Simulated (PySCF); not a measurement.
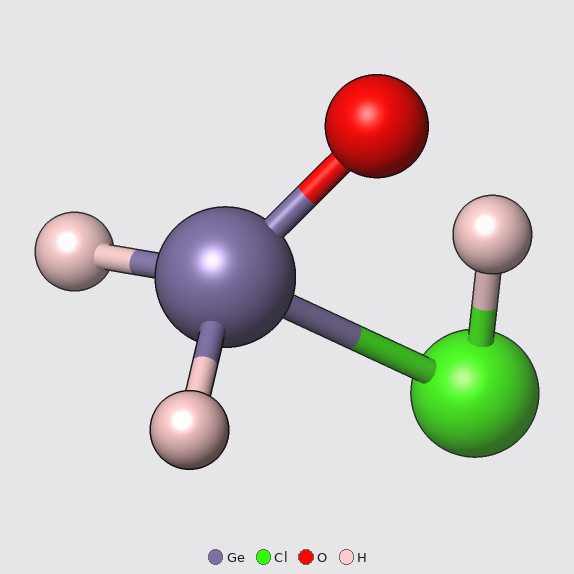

Source: calculation with PySCF.

Rendered structure (ball-and-stick style).

Geometry: start.

**Give the formula.**

ClGeH₃O, 6 atoms: 1 chlorine, 1 germanium, 3 hydrogen and 1 oxygen.

**How many bonds of each kind are drawn?**

2 Ge–H, 1 Cl–Ge, 1 Ge–O, 1 Cl–H. Sticks follow a distance rule.
